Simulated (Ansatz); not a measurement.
The compound is K2CoI6 (started from the K2PtCl6 type) (Fm-3m).

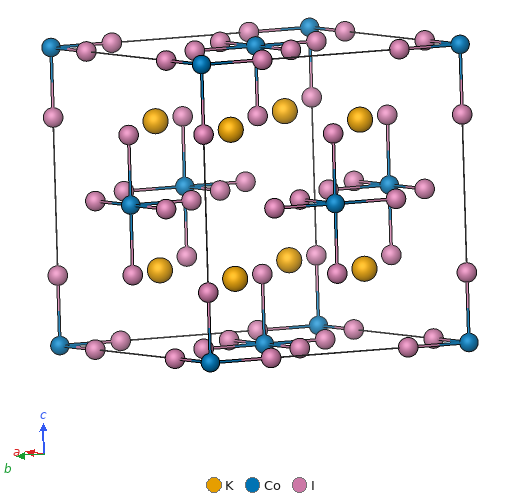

The structure (potassium orange, cobalt blue, iodine pink). Some periodic images of atoms are drawn too.

The structure was built from a prototype and need not be the compound's stable phase.

The structure is cubic, space group Fm-3m (No. 225). Conventional cell: a = 11.130 Å, b = 11.130 Å, c = 11.130 Å, α = 90.00°, β = 90.00°, γ = 90.00°. Nearest to K lie 12 I at 3.94 Å. Nearest to Co lie 6 I at 2.61 Å. I has 1 Co at 2.61 Å and 4 K at 3.94 Å nearest. Farther neighbours and most contacts between anions are not listed.

```xyz
9
Lattice="0.0000 5.5651 5.5651 5.5651 0.0000 5.5651 5.5651 5.5651 0.0000" Properties=species:S:1:pos:R:3 pbc="T T T"
K     2.7826    2.7826    2.7826
K     8.3477    8.3477    8.3477
Co    0.0000    0.0000    0.0000
I     5.5651    5.5651    2.6147
I     5.5651    5.5651    8.5155
I     5.5651    2.6147    5.5651
I     5.5651    8.5155    5.5651
I     2.6147    5.5651    5.5651
I     8.5155    5.5651    5.5651
```

The structure was relaxed with PBE. The structure type comes from a generator and need not be one that this composition takes. The structure was generated from a model, not taken from a measurement. The runs that relaxed it are not among those shown. The program's search for lower electronic states was switched off, so nothing shows that the state found is the lowest. Spin-orbit coupling is left out unless a run names it. PAW set soft_2, made with PBE.

A constrained-RPA run (Ansatz 0.2.0; non-magnetic PBE; Co d + anion p, bands v21 to c2, 2×2×2 mesh, medium accuracy) builds 23 functions on bands 6.2 eV wide, with 41.0 electrons in the window. The bare on-site interaction is 23.8 eV and the bare J 0.81 eV.

**Question.** Estimate U, U′ and J.

On the Co d shell, U = 7.32 eV (31 % of the bare value), U′ = 5.99 eV, J = 0.67 eV.

The parent state is non-magnetic and the interaction static (zero frequency); U depends on the window and the orbitals, so it belongs to this model alone. A window that holds the anion p bands defines a model with explicit ligands; its U belongs to that model and is not the U of DFT+U. Coarse meshes can leave U off its limit, most where the target bands are metallic.

[Paths, hosts, dates, memory and timing lines, banners, echoed tables and standing remarks are left out of the program output.]

[Logs are printed without paths, hosts, clocks, repeated set-up lines and the standing remarks that a program may print on its own settings, such as how far it seeks lower states.]

[Runs of the session that timed out or met a known fault of the program may be left out.]

[Hosts, paths, dates, database ids (printed as entryN), source tags and the programs' standing remarks are cut or masked in the printed files.]
